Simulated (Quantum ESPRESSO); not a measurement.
## CsNiCl3: parallel and opposed starts: start 2: antiferro +−

Quantum ESPRESSO 7.5; LDA with U = 6 eV on Ni d (ortho-atomic projectors); plane waves with GBRV 1.5 LDA potentials, no spin-orbit coupling.

The input, pw.in:

```
&CONTROL
  calculation = 'scf'
  prefix = 'pwscf'
  outdir = './tmp'
  pseudo_dir = './pseudo'
  disk_io = 'nowf'
/
&SYSTEM
  ibrav = 0
  celldm(1) = 8
  nat = 10
  ntyp = 4
  ecutwfc = 40
  ecutrho = 280
  nbnd = 62
  occupations = 'smearing'
  smearing = 'fd'
  degauss = 0.00367493
  nspin = 2
  starting_magnetization(1) = 0
  starting_magnetization(2) = 0.1111
  starting_magnetization(3) = -0.1111
  starting_magnetization(4) = 0
/
&ELECTRONS
  conv_thr = 2d-08
  electron_maxstep = 150
  mixing_beta = 0.3
/
ATOMIC_SPECIES
Cs    132.9055 cs_lda_v1.uspp.F.UPF
Ni1    58.6934 ni_lda_v1.4.uspp.F.UPF
Ni2    58.6934 ni_lda_v1.4.uspp.F.UPF
Cl     35.4500 cl_lda_v1.4.uspp.F.UPF
CELL_PARAMETERS alat
   1.6815019272686    0.0000000000000    0.0000000000000
  -0.8407509636343    1.4562233855177    0.0000000000000
   0.0000000000000    0.0000000000000    1.3956808509189
ATOMIC_POSITIONS crystal
Cs      0.3333333333    0.6666666667    0.7500000000
Cs      0.6666666667    0.3333333333    0.2500000000
Ni1     0.0000000000    0.0000000000    0.0000000000
Ni2     0.0000000000    0.0000000000    0.5000000000
Cl      0.1543200000    0.3086400000    0.2500000000
Cl      0.8456800000    0.1543200000    0.7500000000
Cl      0.6913600000    0.8456800000    0.2500000000
Cl      0.8456800000    0.6913600000    0.7500000000
Cl      0.1543200000    0.8456800000    0.2500000000
Cl      0.3086400000    0.1543200000    0.7500000000
K_POINTS automatic
4 4 4 0 0 0
HUBBARD {ortho-atomic}
U Ni1-3d 6.0000
U Ni2-3d 6.0000
```

Started as:

```
> OMP_NUM_THREADS=1 mpirun -n 4 pw.x -nk 4 -in pw.in > pw.out
```

Q: Predict the spin moment in the atom's sphere.

Opposed moments of equal size cancel, so the cell has no net moment. Symmetry leaves 3 kinds of site among the 10 atoms, and equivalent atoms carry values of equal size.

Spin moment in the atom's sphere by atom:

```tsv
atom	spin moment in the atom's sphere (μB)
Cs1	0.00
Cs2	0.00
Ni3	1.63
Ni4	-1.63
Cl5	0.00
Cl6	0.00
Cl7	0.00
Cl8	0.00
Cl9	0.00
Cl10	0.00
```

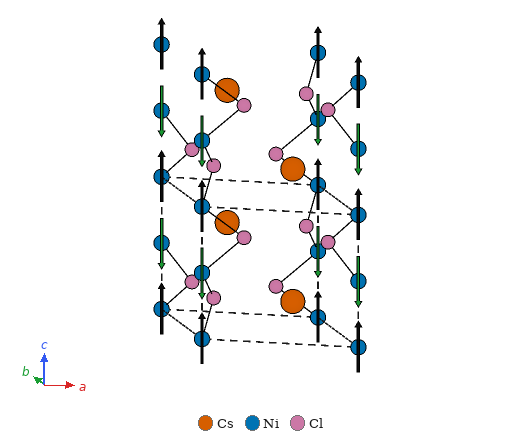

Spin moment in the atom's sphere as arrows, the longest 1.63 μB. Up and down stand for the sign. Arrows give size and sign along the axis of quantisation, drawn up and down the page. The two directions have two colours. Bonds to atoms that aren't drawn are left out. 1×1×2 cells are drawn. Some periodic images of atoms are drawn too.

Read from the output:

```
magnetization          : 0 μB
absolute magnetization : 3.811 μB
final state            : antiferromagnetic
```

[Logs and program files are shortened in this print: banners, set-up blocks, solver, clock and traceback lines can be left out without a mark of their own.]

[Logs are printed without paths, hosts, clocks, repeated set-up lines and the standing remarks that a program may print on its own settings, such as how far it seeks lower states.]

[Hosts, paths, dates, database ids (printed as entryN), source tags and the programs' standing remarks are cut or masked in the printed files.]

[Where a cell is said to come from a database of computed structures, the database is the Materials Project.]
